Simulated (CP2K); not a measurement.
Consider borylethylene at its PBE geometry (Å).

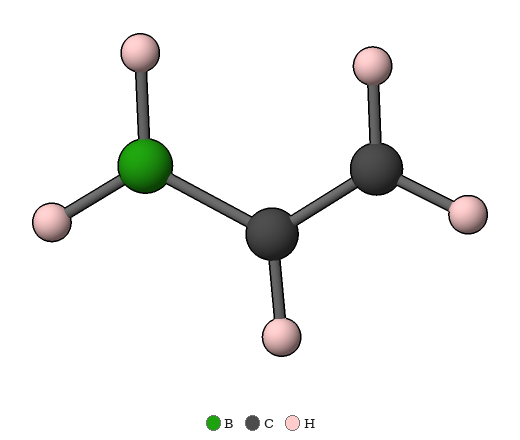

The molecule (boron green, carbon dark grey, hydrogen pink).

```xyz
8

B     1.2896    0.0263    0.0962
C    -0.1439   -0.5260    0.0754
C    -1.2017    0.2872   -0.1411
H     2.2376   -0.6823    0.2869
H     1.4582    1.2011   -0.0836
H    -0.3507   -1.5899    0.2335
H    -1.0555    1.3576   -0.3052
H    -2.2335   -0.0740   -0.1622
```

Method: CP2K XAS_TDP, all-electron GAPW, PBEh(45%), aug-cc-pVDZ, TDA, GW2X-corrected core level, no relativity.

Q: Predict the bright core excitations at the C K edge.

Leading lines: C2 286.02 eV and C3 286.09 eV. The leading line of an atom is its first one with 35 % of the strongest within 2.5 eV of its lowest line over the strength cut. Core ionisation energies at this level: C2 291.82 and C3 292.84 eV.

The first six lines of each atom with a strength over 0.0015:

| atom | energy (eV) | states | strength, one atom | above the computed threshold |
| --- | --- | --- | --- | --- |
| C2 (bonded to B, C and H) | 286.02 | 1 | 0.0259 |  |
|  | 288.73 | 1 | 0.0306 |  |
|  | 289.98 | 1 | 0.0099 |  |
|  | 290.78 | 1 | 0.0017 |  |
|  | 291.90 | 1 | 0.0025 | yes |
|  | 292.01 | 1 | 0.0031 | yes |
| C3 (bonded to C and 2 H) | 286.09 | 1 | 0.0537 |  |
|  | 290.84 | 1 | 0.0075 |  |
|  | 291.39 | 1 | 0.0177 |  |
|  | 292.14 | 1 | 0.0028 |  |
|  | 292.59 | 1 | 0.0086 |  |
|  | 292.75 | 1 | 0.0016 |  |

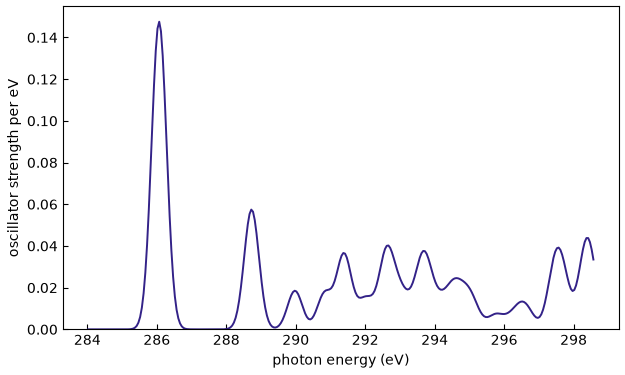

All atoms added, broadened by 0.5 eV.

Lines are vertical, at one geometry, with no vibrational structure. GW2X ionisation energies and lines can be off by 1 to 2 eV either way, and a good line position may hide errors that cancel. These values hold no scalar relativity, about 0.1 eV for C 1s. Rydberg lines, and the discretised continuum above threshold, depend on the basis and the box.

[Banner, clock and machine lines of the logs are left out without a mark of their own.]

[Logs are printed without paths, hosts, clocks, repeated set-up lines and the standing remarks that a program may print on its own settings, such as how far it seeks lower states.]

[Hosts, paths, dates, database ids (printed as entryN), source tags and the programs' standing remarks are cut or masked in the printed files.]
